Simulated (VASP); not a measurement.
Band structure of SnPbS$_{2}$ (space group R-3m). Method: PBEsol GGA with spin-orbit coupling, VASP's PBE PAW potentials (set 64) (plane waves; VASP).

The path is coarsely sampled, so an indirect gap can come out somewhat too large.

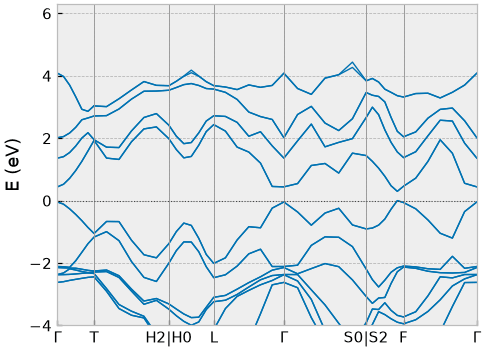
*Bands along high-symmetry lines, zero at the valence-band maximum or, without a gap, the Fermi level*

Read the plot: is there a gap, and where are the band edges?

The gap is direct, 0.30 eV, from the valence maximum at S2-F at 0.83 to the conduction minimum at S2-F at 0.83.

The structure comes from a computed database's SnPbS2 entry (R-3m); how it stands against other phases isn't given here. It was relaxed first, which changed the volume by -6 %.
